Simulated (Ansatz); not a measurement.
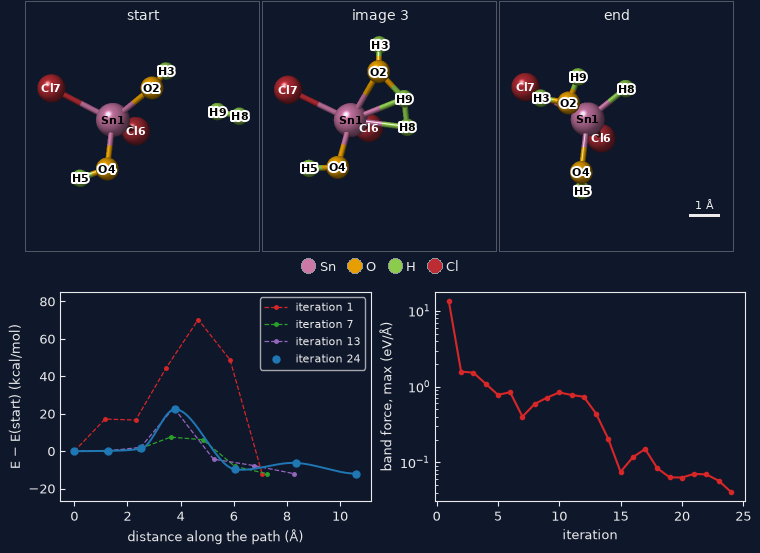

A nudged-elastic-band calculation for SnH4O2Cl2, made up at the start of SnH2O2Cl2 and H2. Images are numbered from 0 (start) to 6 (end). The plot follows the band through its iterations. Style: ball-and-stick. Shown at a tilt.

These are results of RKS PBE/def2-SVP in Ansatz 0.2.0, not measurements. Run with 5 movable images; climbing image; force threshold 0.05 eV/Å; iteration limit 60; starting path through a guess of the saddle point.

Q: Did the band converge, and can the barrier be trusted?

A: The run is converged, with reservations. The band converged in 24 iterations. The largest component of the band force went from 13 to 0.041 eV/Å. The climbing image converged on the top of the path. Its vibrational analysis gives one imaginary mode (1201i cm⁻¹), as a transition state must have. The first iteration put the highest image at 70.4 kcal/mol. The highest point, image 3, lies 22.4 kcal/mol above the start and 34.4 kcal/mol above the end; the end is at −12.0 kcal/mol relative to the start. The profile has 2 maxima (images 3, 5) with a dip at image 4 (−9.7 kcal/mol), so the process runs in steps.

Limits of the set-up: the start holds two separate molecules, 2.5 Å apart at their closest, whose relative position is a soft coordinate and is computed without a dispersion correction.

Cost: 120 s on 4 threads of Arm Neoverse V2, on a shared host, peak memory 0.17 GiB.
